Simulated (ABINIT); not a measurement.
# Quasiparticle gap of GaAs (F-43m) in ABINIT

How does a plane-wave GW calculation on GaAs (F-43m) run from the first input to the gap?

Main program and level: ABINIT 10.8.3; PBE and many-body steps on it, plane waves.

**What was measured.**

- Gap 1.51 eV: band-edge emission energy from PL (direct gap at Gamma); photoluminescence, 633 nm excitation; 77 K; bulk crystal (MBE GaAs matrix around a thin InAs wetting layer on semi-insulating GaAs (100)) (“Photoluminescence of InAs/GaAs quantum dots under direct two-photon excitation”, 2020, pmc:7331710).

- Gap 1.418 ± 0.005 eV: direct gap E0 at Gamma from PR; modulated photoreflectance, low-field lineshape fit; 300 K; bulk crystal (semi-insulating GaAs(001) reference substrate) (“Evidence of valence band perturbations in GaAsN/GaAs(001): A combined variable-angle spectroscopic ellipsometry and modulated photoreflectance investigation”, 2008, arxiv:0805.2212).

- Gap 1.42 eV: fundamental direct gap E0 at Gamma, seen as sharp points in Psi and Delta; spectroscopic ellipsometry; 300 K; bulk crystal (semi-insulating GaAs (100) substrate) (“Ellipsometric study of the Electronic Structure of GaMnAs and LT-GaAs”, 2004, arxiv:cond-mat/0404304).

- Gap 1.412 ± 0.01 eV: direct gap E0 at Gamma from ellipsometry; variable-angle spectroscopic ellipsometry, parametric critical-point fit; 300 K; bulk crystal (semi-insulating GaAs(001) reference substrate with native oxide) (“Evidence of valence band perturbations in GaAsN/GaAs(001): A combined variable-angle spectroscopic ellipsometry and modulated photoreflectance investigation”, 2008, arxiv:0805.2212).

Most raw output is cut from this account.

**1. Set-up**

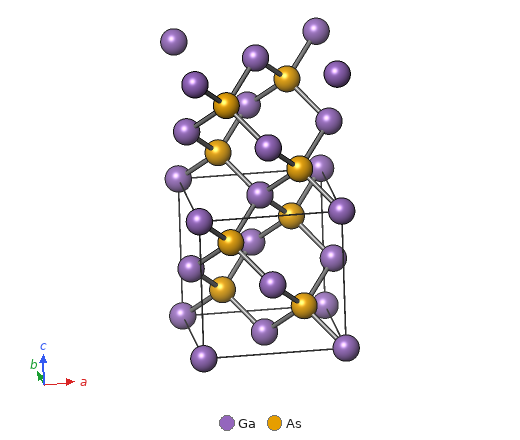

Start, viewed slightly off an axis; gallium purple, arsenic orange. 1×1×2 cells are drawn. This picture shows the conventional cell, with its axes. Bonds to atoms that aren't drawn are left out. Some periodic images of atoms are drawn too.

The cell and positions come from the Crystallography Open Database and are kept as given unless a step says otherwise.

**2. Ground state**

This step: ABINIT 10.8.3; DFT, PBE, plane waves, norm-conserving pseudopotentials.

The ground-state density comes first.

The input, run.abi:

```
acell 3*1.0 Angstrom
rprim 
  0.000000000000 2.826850000000 2.826850000000
  2.826850000000 0.000000000000 2.826850000000
  2.826850000000 2.826850000000 0.000000000000
ntypat 2
znucl 31 33
natom 2
typat 1 2
xred 
  0.000000000000 0.000000000000 0.000000000000
  0.250000000000 0.250000000000 0.250000000000
pp_dirpath "pseudos"
pseudos "Ga.upf, As.upf"
ecut 45
ngkpt 6 6 6
nshiftk 1
shiftk 0 0 0
kptopt 1
chksymbreak 0
nband 27
occopt 1
tolvrs 1e-10
nstep 60
prtwf 0
optforces 0
optstress 0
indata_prefix "in"
outdata_prefix "out"
tmpdata_prefix "tmp"
```

Run with:

```
OMP_NUM_THREADS=1 mpirun -n 4 abinit run.abi > log
```

Elapsed: 25 s, on 4 MPI ranks of Arm Neoverse V1, shared host; peak memory 0.35 GiB; 1.7 min of CPU time.

Numbers from this step:

| Property | Result |
| --- | --- |
| total energy | -15063.8764 eV |
| gap | 0.5078 eV |
| k of the valence top | 0, 0, 0 |
| k of the conduction bottom | 0, 0, 0 |
| least direct gap | 0.5078 eV |

The gap is direct, at Γ.

**3. Bands along the symmetry lines**

The cheap functional maps the bands first; the places of the edges decide which points the dearer methods must see.

The input, run.abi:

```
acell 3*1.0 Angstrom
rprim 
  0.000000000000 2.826850000000 2.826850000000
  2.826850000000 0.000000000000 2.826850000000
  2.826850000000 2.826850000000 0.000000000000
ntypat 2
znucl 31 33
natom 2
typat 1 2
xred 
  0.000000000000 0.000000000000 0.000000000000
  0.250000000000 0.250000000000 0.250000000000
pp_dirpath "pseudos"
pseudos "Ga.upf, As.upf"
ecut 45
iscf -2
irdden 1
kptopt 0
nkpt 50
kpt 
  0.00000000 0.00000000 0.00000000
  -0.06250000 -0.06250000 0.00000000
  -0.12500000 -0.12500000 0.00000000
  -0.18750000 -0.18750000 0.00000000
  -0.25000000 -0.25000000 0.00000000
  -0.31250000 -0.31250000 0.00000000
  -0.37500000 -0.37500000 0.00000000
  -0.43750000 -0.43750000 0.00000000
  -0.50000000 -0.50000000 0.00000000
  -0.48437500 -0.48437500 0.03125000
  -0.46875000 -0.46875000 0.06250000
  -0.45312500 -0.45312500 0.09375000
  -0.43750000 -0.43750000 0.12500000
  -0.42187500 -0.42187500 0.15625000
  -0.40625000 -0.40625000 0.18750000
  -0.39062500 -0.39062500 0.21875000
  -0.37500000 -0.37500000 0.25000000
  -0.37500000 0.00000000 0.37500000
  -0.32812500 0.00000000 0.32812500
  -0.28125000 0.00000000 0.28125000
  -0.23437500 0.00000000 0.23437500
  -0.18750000 0.00000000 0.18750000
  -0.14062500 0.00000000 0.14062500
  -0.09375000 0.00000000 0.09375000
  -0.04687500 0.00000000 0.04687500
  0.00000000 0.00000000 0.00000000
  0.00000000 0.00000000 0.06250000
  0.00000000 0.00000000 0.12500000
  0.00000000 0.00000000 0.18750000
  0.00000000 0.00000000 0.25000000
  0.00000000 0.00000000 0.31250000
  0.00000000 0.00000000 0.37500000
  0.00000000 0.00000000 0.43750000
  -0.00000000 -0.00000000 0.50000000
  -0.06250000 -0.03125000 0.46875000
  -0.12500000 -0.06250000 0.43750000
  -0.18750000 -0.09375000 0.40625000
  -0.25000000 -0.12500000 0.37500000
  -0.31250000 -0.15625000 0.34375000
  -0.37500000 -0.18750000 0.31250000
  -0.43750000 -0.21875000 0.28125000
  -0.50000000 -0.25000000 0.25000000
  -0.50000000 -0.28125000 0.21875000
  -0.50000000 -0.31250000 0.18750000
  -0.50000000 -0.34375000 0.15625000
  -0.50000000 -0.37500000 0.12500000
  -0.50000000 -0.40625000 0.09375000
  -0.50000000 -0.43750000 0.06250000
  -0.50000000 -0.46875000 0.03125000
  -0.50000000 -0.50000000 0.00000000
istwfk *1
nband 29
nbdbuf 2
tolwfr 1e-08
nstep 40
prtwf 0
prtvol 0
indata_prefix "in"
outdata_prefix "out"
tmpdata_prefix "tmp"
```

The job ended after 29 s (4 MPI ranks; peak memory 0.36 GiB; 1.9 min of CPU time).

This step gave:

* gap: 0.5078 eV
* k of the valence top: 0, 0, 0
* k of the conduction bottom: 0, 0, 0
* least direct gap: 0.5078 eV

The gap is 0.508 eV, as in the run before at this level.

Electronic bands along the path, in eV, zero at the top of the highest filled band:

| point | band 19 | band 20 | band 21 | band 22 | band 23 | band 24 | band 25 | band 26 |
| --- | --- | --- | --- | --- | --- | --- | --- | --- |
| Γ | -12.73 | 0.00 | 0.00 | 0.00 | 0.51 | 3.74 | 3.74 | 3.74 |
| X | -10.23 | -6.82 | -2.68 | -2.68 | 1.47 | 1.66 | 10.18 | 10.18 |
| U | -10.27 | -6.63 | -3.86 | -2.26 | 1.97 | 4.64 | 7.96 | 8.07 |
| jump to K | -10.27 | -6.63 | -3.86 | -2.26 | 1.97 | 4.64 | 7.96 | 8.07 |
| Γ | -12.73 | 0.00 | 0.00 | 0.00 | 0.51 | 3.74 | 3.74 | 3.74 |
| L | -10.97 | -6.64 | -1.14 | -1.14 | 1.00 | 4.65 | 4.65 | 7.76 |
| W | -10.17 | -6.63 | -3.53 | -3.34 | 4.62 | 4.73 | 5.42 | 6.05 |
| X | -10.23 | -6.82 | -2.68 | -2.68 | 1.47 | 1.66 | 10.18 | 10.18 |

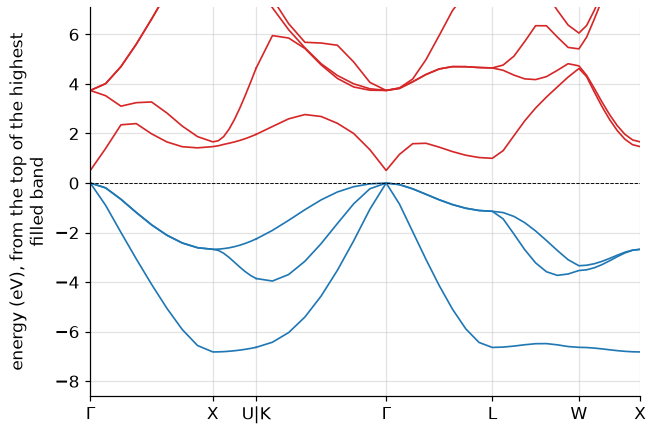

Electronic bands along the path; lines of filled and empty bands in two colours.

**4. Empty states on the mesh, 4×4×4 mesh, 119 bands**

The sums over transitions need many empty states on a uniform mesh; this step solves for them.

The input, run.abi:

```
acell 3*1.0 Angstrom
rprim 
  0.000000000000 2.826850000000 2.826850000000
  2.826850000000 0.000000000000 2.826850000000
  2.826850000000 2.826850000000 0.000000000000
ntypat 2
znucl 31 33
natom 2
typat 1 2
xred 
  0.000000000000 0.000000000000 0.000000000000
  0.250000000000 0.250000000000 0.250000000000
pp_dirpath "pseudos"
pseudos "Ga.upf, As.upf"
ecut 45
ngkpt 4 4 4
nshiftk 1
shiftk 0 0 0
kptopt 1
chksymbreak 0
iscf -2
irdden 1
istwfk *1
nband 119
nbdbuf 10
tolwfr 1e-09
nstep 60
prtvol 0
indata_prefix "in"
outdata_prefix "out"
tmpdata_prefix "tmp"
```

It took 32 s on 4 MPI ranks; peak memory 0.35 GiB.

Numbers from this step:

| Item | Value |
| --- | --- |
| gap | 0.5078 eV |
| k of the valence top | 0, 0, 0 |
| k of the conduction bottom | 0, 0, 0 |
| least direct gap | 0.5078 eV |
| k points computed | 8 |
| lowest point of the top converged band, above the valence top | 79.6681 eV |

On this mesh the gap is 0.508 eV.

**5. Screening, 4×4×4 mesh, 109 bands, screening to 149.7 eV**

The RPA dielectric matrix is built and inverted for each q.

This step: RPA screening on PBE, plane waves, norm-conserving pseudopotentials.

run.abi, as its differences from that of step 4:

```diff
@@ -20,10 +20,11 @@
 chksymbreak 0
-iscf -2
-irdden 1
 istwfk *1
-nband 119
-nbdbuf 10
-tolwfr 1e-09
-nstep 60
-prtvol 0
+occopt 1
+irdwfk 1
+optdriver 3
+nband 109
+ecuteps 5.5
+inclvkb 2
+awtr 1
+symchi 1
 indata_prefix "in"
```

Wall time 48 s (4 MPI ranks); peak memory 1.1 GiB; 3.2 min of CPU time.

This step gave:

```yaml
eps_infinity_with_local_fields_on_this_mesh_along_the_program_s_q_direction: 140.6
the_same_without_local_fields: 149.6
plasma_frequency: 36.65 eV
plane_waves_in_the_screening_matrix: 169
```

Local fields lower ε∞ by 6 %. The value itself is an artefact of the mesh, where one narrow direct gap carries too much weight.

**6. Self-energy, 4×4×4 mesh, 109 bands, screening to 149.7 eV**

The self-energy is evaluated for the states that the input lists, and the levels follow from it, in one-shot runs by the linearised quasiparticle equation.

This step: G0W0 on PBE, plane waves, norm-conserving pseudopotentials.

run.abi, as its differences from that of step 5:

```diff
@@ -23,8 +23,15 @@
 irdwfk 1
-optdriver 3
+optdriver 4
 nband 109
+gwcalctyp 0
+ecutsigx 45
+symsigma 1
+nkptgw 1
+kptgw 
+  0.0000000000 0.0000000000 0.0000000000
+bdgw 
+  20 26
 ecuteps 5.5
-inclvkb 2
-awtr 1
-symchi 1
+irdscr 1
+ppmodel 1
 indata_prefix "in"
```

Elapsed: 6.4 s, on 4 MPI ranks; peak memory 0.89 GiB; 25 s of CPU time.

Numbers from this step:

```yaml
g0w0_gap_on_the_points_computed: 1.140 eV
starting_gap_on_the_mesh: 0.5078 eV
k_of_the_valence_top: 0, 0, 0
k_of_the_conduction_bottom: 0, 0, 0
z_at_the_valence_top: 0.799
z_at_the_conduction_bottom: 0.803
least_direct_g0w0_gap_on_the_computed_points: 1.140 eV
```

The gap on the mesh goes from 0.51 eV to 1.14 eV, a correction of +0.63 eV.

Limits: finite bands, cutoff and mesh; no spin-orbit coupling; coarse k mesh. v1 is the top filled band, c1 the lowest empty one. Levels before and after the correction, in eV, zero at the valence-band top of each column:

|  | conduction bottom | valence top |
| --- | --- | --- |
| Kohn-Sham | 0.51 | 0.00 |
| G0W0 | 1.14 | 0.00 |

|  | level | energy (eV) |
| --- | --- | --- |
| Kohn-Sham | Γ v3-v1 | 0.000 |
| Kohn-Sham | Γ c1 | 0.508 |
| Kohn-Sham | Γ c2-c4 | 3.737 |
| G0W0 | Γ v3-v1 | 0.000 |
| G0W0 | Γ c1 | 1.140 |
| G0W0 | Γ c2-c4 | 4.259 |

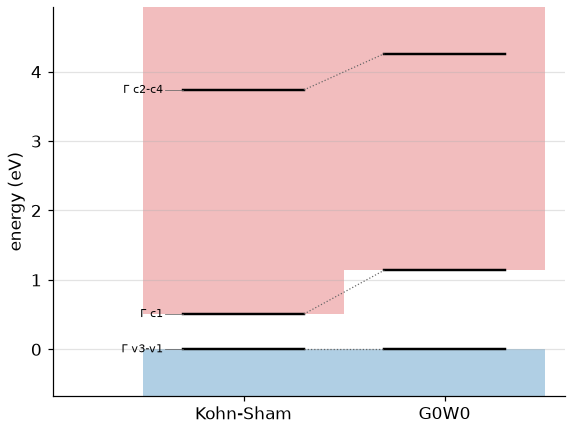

Levels before and after the correction. Shaded: valence and conduction bands.

**7. Where the time went**

Times are wall times on 4 MPI ranks of Arm Neoverse V1, shared host, good to a factor of about two.

| step | time | share | memory (GiB) |
| --- | --- | --- | --- |
| ground state | 25 s | 18 % | 0.35 |
| bands along the symmetry lines | 29 s | 21 % | 0.36 |
| empty states on the mesh | 32 s | 23 % | 0.35 |
| screening | 48 s | 34 % | 1.1 |
| self-energy | 6.4 s | 5 % | 0.89 |

**8. Outcome**

- PBE gap: 0.51 eV, direct
- G0W0 gap on the mesh: 1.14 eV
- GW settings: 4×4×4 mesh, 109 bands, screening to 149.7 eV, Godby-Needs plasmon pole
- known limits: not at the basis limit; screening runs away on this mesh; no spin-orbit coupling; coarse k mesh

G0W0 moves the gap on the mesh from 0.51 eV to 1.14 eV (+0.63 eV), with Z of 0.80 and 0.80 at the edges. Local fields lower the RPA ε∞ on this mesh from 149.56 to 140.57; a Γ-centred mesh this coarse tends to raise both, most where the direct gap is narrow, while a short band sum lowers them. Only 1 of the mesh's irreducible points was corrected, so a valley elsewhere could overtake. Against experiment, by G0W0@PBE: the direct gap of 1.14 eV lies −0.37 eV from the measured 1.51 eV (exciton, 77 K, 2020); the direct gap of 1.14 eV lies −0.28 eV from the measured 1.418 ± 0.005 eV (direct, 300 K, 2008); the direct gap of 1.14 eV lies −0.28 eV from the measured 1.42 eV (direct, 300 K, 2004); the direct gap of 1.14 eV lies −0.27 eV from the measured 1.412 ± 0.01 eV (direct, 300 K, 2008). An exciton line or allowed optical edge lies below the quasiparticle gap by the binding energy; a forbidden edge can push the onset above it. The calculation has static nuclei and no excitons; a measured gap holds zero-point and thermal motion, which mostly lowers it. Bands and cutoff are finite, so the gap is not at the basis limit. The miss can reach some tenths of an eV and take either sign; the mesh is an error of its own. In the G0W0 run levels were corrected at 1 k point alone, so a gap called «on the mesh» is the least over those, and an edge elsewhere would be missed. The 4×4×4 mesh is coarse for this cell, which bears on the long-range parts of exchange and screening. On this mesh the RPA ε∞ passes 90, more than nearly any semiconductor shows; a coarse mesh does this where one point with a narrow direct gap carries much weight. The screening is then too strong, and the G0W0 gap should not be taken as the material's. The many-body steps are scalar-relativistic: spin-orbit coupling is not in them.

[Paths, hosts, dates, memory and timing lines, banners, echoed tables and standing remarks are left out of the program output.]

[Logs are printed without paths, hosts, clocks, repeated set-up lines and the standing remarks that a program may print on its own settings, such as how far it seeks lower states.]

[Runs of the session that timed out or met a known fault of the program may be left out.]

[Hosts, paths, dates, database ids (printed as entryN), source tags and the programs' standing remarks are cut or masked in the printed files.]

[G0W0 gaps are taken among the corrected bands and points alone; a level outside them can change the order at an edge.]

[Where Ansatz stands beside ABINIT at settings called matched, ABINIT's density can come from a denser mesh and the files from another edition; pairs whose starting gaps differed by over 0.03 eV were left out, so agreement reads better than it is.]
